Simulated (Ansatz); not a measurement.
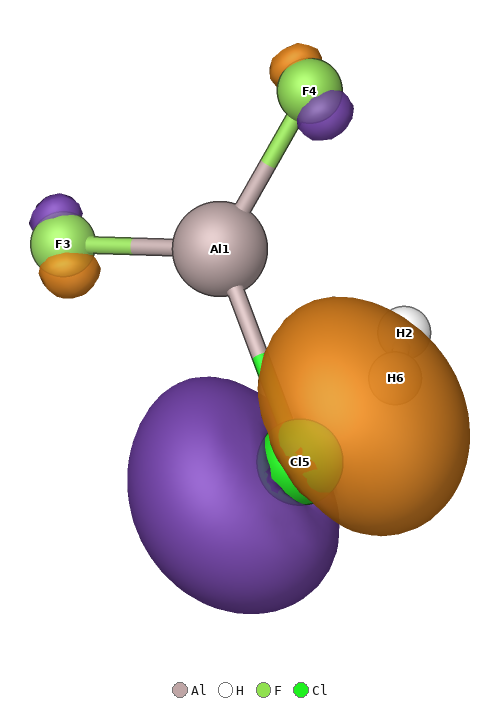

Figure 1: AlClF2···H2. One frontier orbital at ±0.15 Å⁻³ᐟ² (orange and purple are the two phases), seen at an oblique angle.

Not at a stationary point (largest force 1.8 eV/Å).

Method: Ansatz, RKS B3LYP/def2-SVP.

Input file:

```
crystal:
  periodic: [false, false, false]
  atoms:
    - { symbol: Al, position_ang: [0.0, 0.0, 0.0] }
    - { symbol: H, position_ang: [0.0, 0.0, 1.91] }
    - { symbol: F, position_ang: [1.4635, 0.0, -0.845] }
    - { symbol: F, position_ang: [-1.4635, 0.0, -0.845] }
    - { symbol: Cl, position_ang: [0.1058, -2.3986, 0.7978] }
    - { symbol: H, position_ang: [0.0433, -0.9822, 1.9502] }
basis:
  gaussian: { orbitals: def2-SVP }
hamiltonian:
  xc: b3lyp
relax:
  f_tol: 0.15
  max_steps: 25
  restrain:
    - { distance: [0, 4], at: 2.23, k: 30.0 }
    - { distance: [5, 1], at: 0.66, k: 30.0 }
    - { distance: [0, 1], at: 2.76, k: 30.0 }
    - { distance: [5, 4], at: 2.57, k: 30.0 }
output:
  orbitals: {}
```

Run with:

```sh
ansatz run input.yaml --threads 1 --pin off --max-ram 2048MiB --backend cpu --events-out ev --progress --plain --runs-dir out
```

The fields are those of the run's last geometry, not of the input's.

Which orbital is it: HOMO or LUMO?

The HOMO, at −9.10 eV. It lies mainly on Cl5 (about 90 %); largely a lone pair of Cl5.
